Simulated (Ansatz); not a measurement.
# Predicting a hybrid from its neighbours: C2H4O2

The species is C2H4O2 (8 atoms), meant as a singlet with charge 0. As SMILES, `COC=O`. Geometry: relaxed at PBE0-D4/def2-TZVP. This is one conformer, not always the lowest.

The HOMO–LUMO gap y, in eV, basis 6-311+G(d,p); a is the functional's share of exact exchange. Programs: Ansatz 0.2.0.

```
functional  program     a  y (eV)
    r2SCAN   Ansatz     0    6.13
      BLYP   Ansatz     0    5.53
     B3LYP   Ansatz   0.2    7.78
      PBE0   Ansatz  0.25       ?
     BHLYP   Ansatz   0.5   10.85
```

Q: Fit y = c + s·a to the known rows and predict PBE0.

A: 
1. Means of the 4 rows: a = 0.1750, y = 7.572.
2. Σ(Δa)² = 0.1675, Σ(Δa·Δy) = 1.6802, so the slope is 1.6802/0.1675 = 10.031.
3. Intercept: 7.572 − (10.031) × 0.1750 = 5.817. The largest residual of the fit is 0.31.
4. PBE0: 5.817 + (10.031) × 0.25 = 8.32 eV.

The run gave 8.34 eV, so the prediction is off by -0.02 eV, within the scatter of the fit. Exact exchange lowers occupied levels and raises empty ones. The rows mix families of semi-local functionals, which the line can't see.

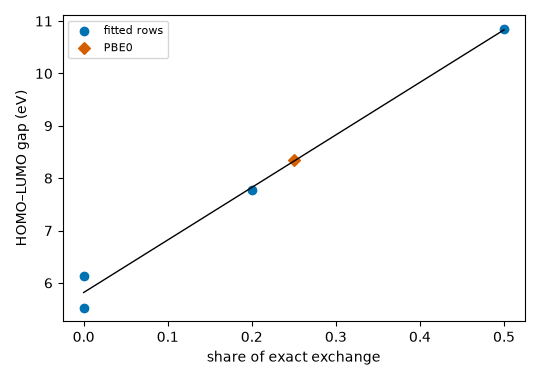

The fitted line, with the withheld row.
